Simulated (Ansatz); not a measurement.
# CH6ClNSi (SMILES C[SiH](N)Cl): a chain of runs

We compute a series of 39 runs (B3LYP/def2-SVP, UB3LYP/def2-SVP, PBE/def2-SVP, UPBE/def2-SVP, HF/def2-SVP, UHF/def2-SVP, MP2/def2-SVP, UMP2/def2-SVP) of CH6ClNSi and its partners. 

The results are computed with Ansatz 0.2.0.

**1. The molecule**

The species is CH6ClNSi (10 atoms), meant as a singlet with charge 0. SMILES: `C[SiH](N)Cl`. The shape is that of a PBE0-D4/def2-TZVP optimisation. This is one conformer, not always the lowest. The run starts from this shape.

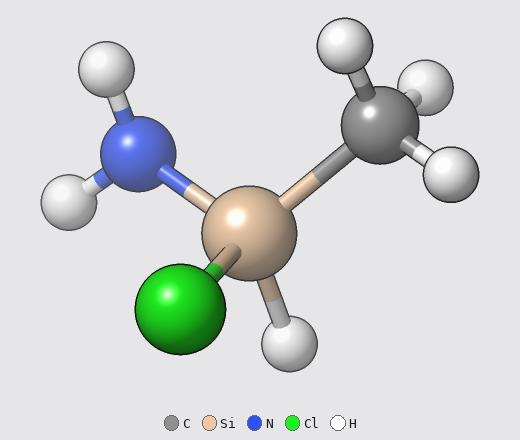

Viewed from a chosen angle; carbon grey, silicon light orange, nitrogen blue, chlorine green, hydrogen white.

**2. A geometry optimisation at B3LYP/def2-SVP (paw set gaussian, start density atoms) (run 1)**

The input, in.yaml:

```yaml
crystal:
  periodic: [false, false, false]
  atoms:
    - symbol: C
      position_ang: [-0.924300, 0.960300, -0.429600]
    - symbol: Si
      position_ang: [-0.055600, -0.637600, -0.073400]
    - symbol: N
      position_ang: [1.200800, -0.379200, 1.050800]
    - symbol: Cl
      position_ang: [0.594900, -1.392500, -1.900800]
    - symbol: H
      position_ang: [-1.720000, 0.809500, -1.161600]
    - symbol: H
      position_ang: [-1.359500, 1.369700, 0.485000]
    - symbol: H
      position_ang: [-0.226900, 1.694300, -0.841400]
    - symbol: H
      position_ang: [-0.936500, -1.689500, 0.482600]
    - symbol: H
      position_ang: [1.847500, 0.382600, 0.917600]
    - symbol: H
      position_ang: [1.662700, -1.168700, 1.473800]
basis:
  gaussian:
    orbitals: def2-SVP
relax: {}
magnetization:
  spin_polarized: false
hamiltonian:
  xc: {name: B3LYP}
```

Run with:

```
ansatz run in.yaml --threads 1 --pin off --max-ram 3480MiB --events-out events.jsonl --progress --plain --runs-dir runs
```

The program printed:

```text
Warning: RAYON_NUM_THREADS=1 ignored (pool sized by the plan → 1); use --threads N
The last accepted step is kept in runs//last_step.txt (removed where the run ends without a failure and the disk answers)
[... 46 lines left out ...]
Total energy: -23020.30748697 eV, -845.9806964212 hartree
[... 10 lines left out ...]
Dipole moment:     0.121001     0.239298     0.325672 e Å
```

Run time: 22 s. Hardware: 1 thread of Arm Neoverse V2, shared host; peak memory 0.19 GiB.

Steps, from the record of the run:

```csv
step,energy from the first frame kept (eV),largest force (eV/Å)
1,0.0000,0.5435
2,-0.0218,0.1898
3,-0.0240,0.0786
4,-0.0242,0.0238
5,-0.0243,0.0065
```

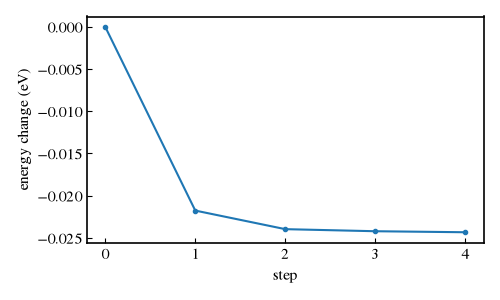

Energy along the run.

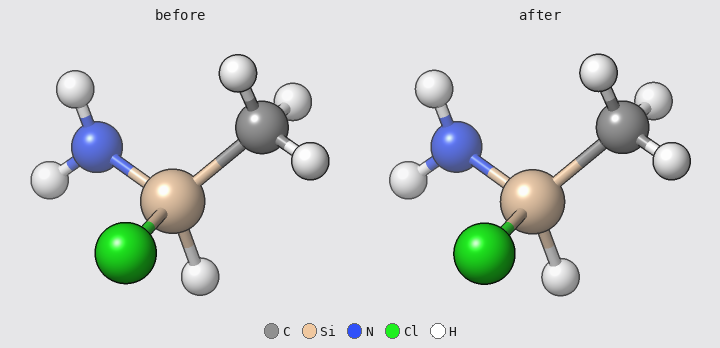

Before and after, at one scale.

After the run. Bond lengths: C1–Si2 1.870 Å, Si2–N3 1.724 Å, Si2–Cl4 2.111 Å, C1–H5 1.101 Å, C1–H6 1.102 Å, C1–H7 1.102 Å, Si2–H8 1.485 Å, N3–H9 1.017 Å, N3–H10 1.017 Å. Some angles: C1–Si2–N3 109.7°, C1–Si2–Cl4 106.8°, N3–Si2–Cl4 113.8°, C1–Si2–H8 113.6°, N3–Si2–H8 107.4°, Cl4–Si2–H8 105.5°, Si2–C1–H5 110.7°, Si2–C1–H6 110.6°, Si2–C1–H7 110.8°, Si2–N3–H9 119.7°.

**3. The doublet cation: a geometry optimisation at UB3LYP/def2-SVP (paw set gaussian, start density atoms) (run 2)**

The input, molecule.yaml:

```yaml
crystal:
  periodic: [false, false, false]
  atoms:
    - {symbol: C, position_ang: [-0.924300, 0.960300, -0.429600]}
    - {symbol: Si, position_ang: [-0.055600, -0.637600, -0.073400]}
    - {symbol: N, position_ang: [1.200800, -0.379200, 1.050800]}
    - {symbol: Cl, position_ang: [0.594900, -1.392500, -1.900800]}
    - {symbol: H, position_ang: [-1.720000, 0.809500, -1.161600]}
    - {symbol: H, position_ang: [-1.359500, 1.369700, 0.485000]}
    - {symbol: H, position_ang: [-0.226900, 1.694300, -0.841400]}
    - {symbol: H, position_ang: [-0.936500, -1.689500, 0.482600]}
    - {symbol: H, position_ang: [1.847500, 0.382600, 0.917600]}
    - {symbol: H, position_ang: [1.662700, -1.168700, 1.473800]}
basis:
  gaussian:
    orbitals: def2-SVP
total_charge: 1
magnetization:
  spin_polarized: true
  initial_magnetization: 1
hamiltonian:
  xc: {name: B3LYP}
relax: {}
```

Run with:

```
ansatz run molecule.yaml --threads 1 --pin off --max-ram 3480MiB --events-out events.jsonl --progress --plain --runs-dir runs
```

The program printed (excerpt; [...] marks lines left out):

```text
Warning: RAYON_NUM_THREADS=1 ignored (pool sized by the plan → 1); use --threads N
[... 1 set-up line as earlier in the session ...]
[... 79 lines left out ...]
Total energy: -23011.07652673 eV, -845.6414648894 hartree
[... 10 lines left out ...]
Dipole moment:     0.199826     0.277148     0.812106 e Å
```

It took 78 s on 1 thread of Arm Neoverse V2, shared host; peak memory 0.28 GiB.

Steps, from the record of the run:

```csv
step,energy from the first frame kept (eV),largest force (eV/Å)
1,0.0000,4.2731
2,-0.5641,1.7522
3,-0.6704,0.4824
4,-0.6718,0.9237
5,-0.6933,0.2758
6,-0.6957,0.0752
7,-0.6958,0.0882
8,-0.6964,0.0377
9,-0.6965,0.0143
10,-0.6966,0.0103
```

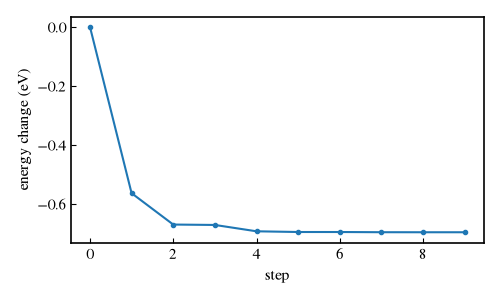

Energy along the run.

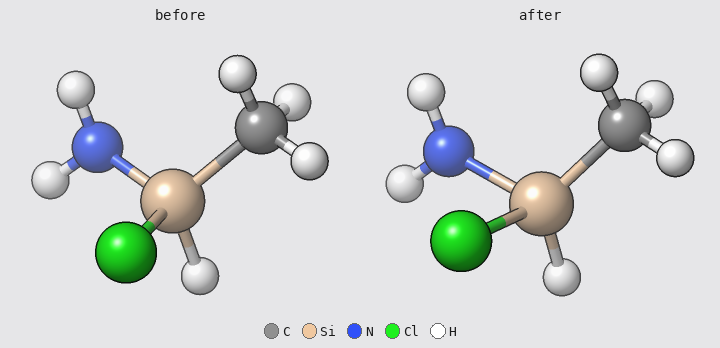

Before and after, at one scale.

After the run. Bond lengths: C1–Si2 1.838 Å, Si2–N3 1.837 Å, Si2–Cl4 2.087 Å, C1–H5 1.104 Å, C1–H6 1.103 Å, C1–H7 1.101 Å, Si2–H8 1.472 Å, N3–H9 1.029 Å, N3–H10 1.030 Å. Some angles: C1–Si2–N3 111.3°, C1–Si2–Cl4 115.3°, N3–Si2–Cl4 88.3°, C1–Si2–H8 120.5°, N3–Si2–H8 105.5°, Cl4–Si2–H8 110.8°, Si2–C1–H5 109.1°, Si2–C1–H6 110.2°, Si2–C1–H7 112.1°, Si2–N3–H9 123.4°.

**4. The doublet anion: a structure relaxation at UB3LYP/def2-SVP (paw set gaussian, start density atoms) (run 3)**

The input, in.yaml:

```yaml
basis:
  gaussian:
    orbitals: def2-SVP
crystal:
  periodic: [false, false, false]
  atoms:
    - {symbol: C, position_ang: [-0.924300, 0.960300, -0.429600]}
    - {symbol: Si, position_ang: [-0.055600, -0.637600, -0.073400]}
    - {symbol: "N", position_ang: [1.200800, -0.379200, 1.050800]}
    - {symbol: Cl, position_ang: [0.594900, -1.392500, -1.900800]}
    - {symbol: H, position_ang: [-1.720000, 0.809500, -1.161600]}
    - {symbol: H, position_ang: [-1.359500, 1.369700, 0.485000]}
    - {symbol: H, position_ang: [-0.226900, 1.694300, -0.841400]}
    - {symbol: H, position_ang: [-0.936500, -1.689500, 0.482600]}
    - {symbol: H, position_ang: [1.847500, 0.382600, 0.917600]}
    - {symbol: H, position_ang: [1.662700, -1.168700, 1.473800]}
total_charge: -1
magnetization:
  spin_polarized: true
  initial_magnetization: 1
hamiltonian:
  xc: {name: B3LYP}
relax: {}
```

Run with:

```
ansatz run in.yaml --threads 1 --pin off --max-ram 3480MiB --events-out events.jsonl --progress --plain --runs-dir runs
```

The program printed (excerpt; [...] marks lines left out):

```text
Warning: RAYON_NUM_THREADS=1 ignored (pool sized by the plan → 1); use --threads N
[... 1 set-up line as earlier in the session ...]
[... 134 lines left out ...]
Total energy: -23019.02277490 eV, -845.9334841235 hartree
[... 10 lines left out ...]
Dipole moment:     0.235844     0.373074     0.417455 e Å
```

Wall time 2.1 min (1 thread of Arm Neoverse V2, shared host); peak memory 0.28 GiB.

Step by step:

```csv
step,energy from the first frame kept (eV),largest force (eV/Å)
1,0.0000,2.0293
2,-0.4110,0.8580
3,-0.8607,2.0293
4,-1.1530,2.1767
5,-1.3518,1.7951
6,-1.5063,1.7528
7,-1.6182,1.0051
8,-1.6570,0.1695
9,-1.6488,0.4627
10,-1.6693,0.1335
11,-1.6760,0.0883
12,-1.6800,0.0658
13,-1.6452,0.8855
14,-1.6810,0.0219
15,-1.6804,0.1442
16,-1.6808,0.2104
17,-1.6813,0.0105
18,-1.6815,0.0246
19,-1.6816,0.0097
```

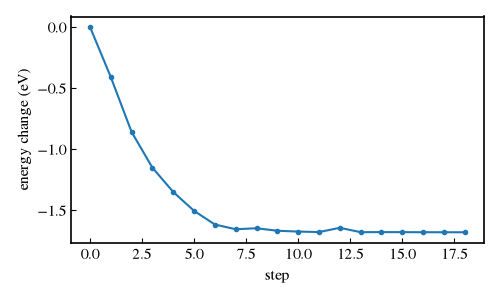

Energy along the run.

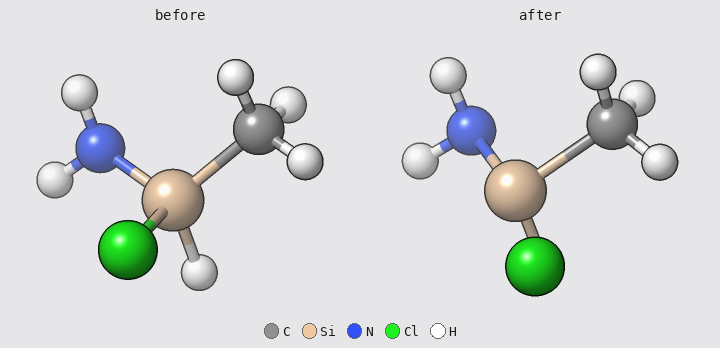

Before and after, at one scale.

After the run. Bond lengths: C1–Si2 1.927 Å, Si2–N3 1.872 Å, Si2–Cl4 2.546 Å, C1–H5 1.100 Å, C1–H6 1.105 Å, C1–H7 1.105 Å, Si2–H8 1.516 Å, N3–H9 1.026 Å, N3–H10 1.025 Å. Some angles: C1–Si2–N3 98.6°, C1–Si2–Cl4 91.1°, N3–Si2–Cl4 163.9°, C1–Si2–H8 106.5°, N3–Si2–H8 97.5°, Cl4–Si2–H8 91.9°, Si2–C1–H5 109.3°, Si2–C1–H6 111.0°, Si2–C1–H7 111.1°, Si2–N3–H9 109.4°.

Runs 4 to 43 aren't shown in full; the table further down has their settings and results.

**5. CH5ClNSi: the energy at UMP2/def2-SVP (paw set gaussian, start density atoms) (run 44)**

The input, job.yaml:

```yaml
crystal:
  periodic: [false, false, false]
  atoms:
    - symbol: C
      position_ang: [-0.764052, 1.049545, -0.303544]
    - symbol: Si
      position_ang: [0.032926, -0.598753, -0.069967]
    - symbol: "N"
      position_ang: [1.210250, -0.486817, 1.181904]
    - symbol: Cl
      position_ang: [0.786880, -1.173296, -1.953848]
    - symbol: H
      position_ang: [-0.885205, 1.756732, 0.525479]
    - symbol: H
      position_ang: [-1.188556, 1.368523, -1.261421]
    - symbol: H
      position_ang: [-0.902744, -1.687768, 0.317791]
    - symbol: H
      position_ang: [1.910882, 0.249268, 1.153058]
    - symbol: H
      position_ang: [1.602718, -1.338034, 1.575148]
basis:
  gaussian:
    orbitals: def2-SVP
magnetization:
  spin_polarized: true
  initial_magnetization: 1
correlation:
  method: mp2
  frozen_orbitals: {C: 1, Cl: 5, H: 0, "N": 1, Si: 5}
```

Run with:

```
ansatz run job.yaml --threads 1 --pin off --max-ram 3480MiB --events-out events.jsonl --progress --plain --runs-dir runs
```

The program printed:

```text
Warning: RAYON_NUM_THREADS=1 ignored (pool sized by the plan → 1); use --threads N
Functional definition: HF
  name "HF"
  exchange = exact_x
  correlation = 0
876 factors; integrals over basis functions are off by at most 1.1e-3 eV
mean field evaluation 1: about -22947.5376 eV, gradient 2.2e1 eV
mean field evaluation 2: about -22947.5383 eV, gradient 2.2e1 eV
mean field evaluation 4: about -22950.1583 eV, gradient 2.3e0 eV
mean field evaluation 8: about -22950.2078 eV, gradient 2.3e-3 eV
mean field -22950.20783314 eV, -843.4045816584 hartree, gradient 1.9e-6 eV, S^2 0.759850; 0 other end points of the search recorded, 0 dependent functions left out
12 core orbitals not correlated: weight in the atoms' cores, before any rotation towards them, 1.000 or more for the frozen orbitals, at most 0.000 for the correlated occupied ones
reference -22950.20783314 eV, -843.4045816584 hartree; 13, 12 occupied and 64, 65 virtual orbitals, 876 factors
second order -13.89647413 eV of doubles, -0.00000000 eV of singles
Total energy: -22964.10430727 eV, -843.9152676634 hartree
```

Wall time 1.4 s (1 thread of Arm Neoverse V2, shared host); peak memory 0.18 GiB.

**6. Overview of the runs**

```csv
run,level,task,broken bond,partner,energy (Eh),wall time
1,"B3LYP/def2-SVP (paw set gaussian, start density atoms)",optimise,–,base,-845.980696,22 s
2,"UB3LYP/def2-SVP (paw set gaussian, start density atoms)",optimise,–,cation,-845.641465,78 s
3,"UB3LYP/def2-SVP (paw set gaussian, start density atoms)",optimise,–,anion,-845.933484,2.1 min
4,"UB3LYP/def2-SVP (paw set gaussian, start density atoms)",optimise,"(2, 1)",fragment,-806.026650,45 s
5,"UB3LYP/def2-SVP (paw set gaussian, start density atoms)",optimise,"(2, 1)",fragment,-39.809410,2.2 s
7,"UB3LYP/def2-SVP (paw set gaussian, start density atoms)",optimise,"(3, 2)",fragment,-789.979175,21 s
8,"UB3LYP/def2-SVP (paw set gaussian, start density atoms)",optimise,"(5, 1)",fragment,-845.309667,1.7 min
9,"PBE/def2-SVP (paw set gaussian, start density atoms)",energy,–,base,-845.473872,2.2 s
10,"UPBE/def2-SVP (paw set gaussian, start density atoms)",energy,–,cation,-845.141947,5.1 s
11,"UPBE/def2-SVP (paw set gaussian, start density atoms)",energy,–,anion,-845.428162,4.2 s
12,"UPBE/def2-SVP (paw set gaussian, start density atoms)",energy,"(2, 1)",fragment,-805.585490,1.8 s
13,"UPBE/def2-SVP (paw set gaussian, start density atoms)",energy,"(2, 1)",fragment,-39.740219,0.32 s
15,"UPBE/def2-SVP (paw set gaussian, start density atoms)",energy,"(3, 2)",fragment,-789.543623,1.9 s
16,"UPBE/def2-SVP (paw set gaussian, start density atoms)",energy,"(5, 1)",fragment,-0.498629,0.06 s
17,"UPBE/def2-SVP (paw set gaussian, start density atoms)",energy,"(5, 1)",fragment,-844.806286,3.6 s
18,"B3LYP/def2-SVP (paw set gaussian, start density atoms)",energy,–,base,-845.980696,2.6 s
19,"UB3LYP/def2-SVP (paw set gaussian, start density atoms)",energy,–,cation,-845.641464,5.4 s
20,"UB3LYP/def2-SVP (paw set gaussian, start density atoms)",energy,–,anion,-845.933484,4.8 s
21,"UB3LYP/def2-SVP (paw set gaussian, start density atoms)",energy,"(2, 1)",fragment,-806.026650,2.2 s
22,"UB3LYP/def2-SVP (paw set gaussian, start density atoms)",energy,"(2, 1)",fragment,-39.809409,0.36 s
24,"UB3LYP/def2-SVP (paw set gaussian, start density atoms)",energy,"(3, 2)",fragment,-789.979175,2.4 s
25,"UB3LYP/def2-SVP (paw set gaussian, start density atoms)",energy,"(5, 1)",fragment,-0.501259,0.06 s
26,"UB3LYP/def2-SVP (paw set gaussian, start density atoms)",energy,"(5, 1)",fragment,-845.309668,4.2 s
27,"HF/def2-SVP (paw set gaussian, start density atoms)",energy,–,base,-844.034500,0.78 s
28,"UHF/def2-SVP (paw set gaussian, start density atoms)",energy,–,cation,-843.729442,2.6 s
29,"UHF/def2-SVP (paw set gaussian, start density atoms)",energy,–,anion,-843.962714,1.5 s
30,"UHF/def2-SVP (paw set gaussian, start density atoms)",energy,"(2, 1)",fragment,-804.385289,0.54 s
31,"UHF/def2-SVP (paw set gaussian, start density atoms)",energy,"(2, 1)",fragment,-39.532740,0.08 s
33,"UHF/def2-SVP (paw set gaussian, start density atoms)",energy,"(3, 2)",fragment,-788.382714,0.64 s
34,"UHF/def2-SVP (paw set gaussian, start density atoms)",energy,"(5, 1)",fragment,-0.499278,0.04 s
35,"UHF/def2-SVP (paw set gaussian, start density atoms)",energy,"(5, 1)",fragment,-843.404582,1.2 s
36,"MP2/def2-SVP (paw set gaussian, start density atoms)",energy,–,base,-844.581452,1.1 s
37,"UMP2/def2-SVP (paw set gaussian, start density atoms)",energy,–,cation,-844.236878,2.3 s
38,"UMP2/def2-SVP (paw set gaussian, start density atoms)",energy,–,anion,-844.513035,1.8 s
39,"UMP2/def2-SVP (paw set gaussian, start density atoms)",energy,"(2, 1)",fragment,-804.768386,0.59 s
40,"UMP2/def2-SVP (paw set gaussian, start density atoms)",energy,"(2, 1)",fragment,-39.659370,0.08 s
42,"UMP2/def2-SVP (paw set gaussian, start density atoms)",energy,"(3, 2)",fragment,-788.741111,0.7 s
43,"UHF/def2-SVP (paw set gaussian, start density atoms)",energy,"(5, 1)",fragment,-0.499278,0.04 s
44,"UMP2/def2-SVP (paw set gaussian, start density atoms)",energy,"(5, 1)",fragment,-843.915268,1.4 s
```

**7. Results**

| quantity | value |
| --- | --- |
| CH5ClNSi, run 44: total energy | -843.91527 Eh |
| CH5ClNSi, run 44: correlation energy (12 core orbitals frozen) | -510.7 mEh |
| CH5ClNSi, run 44: ⟨S²⟩ of the reference determinant | 0.760 |
| adiabatic electron affinity (to the doublet anion, shapes relaxed at B3LYP/def2-SVP, no zero-point term), PBE/def2-SVP | -1.244 eV |
| adiabatic electron affinity (to the doublet anion, shapes relaxed at B3LYP/def2-SVP, no zero-point term), MP2/def2-SVP | -1.862 eV |
| dissociation energy of the Si2–C1 bond into doublet SiNH3Cl and doublet CH3 (shapes relaxed at B3LYP/def2-SVP, no zero-point term), PBE/def2-SVP | 4.032 eV |
| dissociation energy of the H5–C1 bond into doublet H and doublet CH5ClNSi (shapes relaxed at B3LYP/def2-SVP, no zero-point term), B3LYP/def2-SVP | 4.620 eV |
| dissociation energy of the Si2–C1 bond into doublet SiNH3Cl and doublet CH3 (shapes relaxed at B3LYP/def2-SVP, no zero-point term), B3LYP/def2-SVP | 3.936 eV |
| dissociation energy of the Si2–C1 bond into doublet SiNH3Cl and doublet CH3 (shapes relaxed at B3LYP/def2-SVP, no zero-point term), MP2/def2-SVP | 4.182 eV |
| adiabatic ionisation energy (to the doublet cation, no zero-point term), B3LYP/def2-SVP | 9.231 eV |
| adiabatic ionisation energy (to the doublet cation, shapes relaxed at B3LYP/def2-SVP, no zero-point term), B3LYP/def2-SVP | 9.231 eV |

At PBE/def2-SVP: the adiabatic electron affinity (to the doublet anion, shapes relaxed at B3LYP/def2-SVP, no zero-point term) is −1.24 eV (−120 kJ/mol). A negative value puts this state of the anion above the relaxed parent: the electron is not bound at this level, and such a value depends on the basis. At MP2/def2-SVP: the adiabatic electron affinity (to the doublet anion, shapes relaxed at B3LYP/def2-SVP, no zero-point term) is −1.86 eV (−43 kcal/mol). At PBE/def2-SVP: the dissociation energy of the Si2–C1 bond into doublet SiNH3Cl and doublet CH3 (shapes relaxed at B3LYP/def2-SVP, no zero-point term) is 4.03 eV (93 kcal/mol). At B3LYP/def2-SVP: the dissociation energy of the H5–C1 bond into doublet H and doublet CH5ClNSi (shapes relaxed at B3LYP/def2-SVP, no zero-point term) is 4.62 eV (107 kcal/mol). At B3LYP/def2-SVP: the dissociation energy of the Si2–C1 bond into doublet SiNH3Cl and doublet CH3 (shapes relaxed at B3LYP/def2-SVP, no zero-point term) is 3.94 eV (91 kcal/mol). Totals of different functionals can't be ranked against each other. All runs together took 7.5 min, the longest 2.1 min.
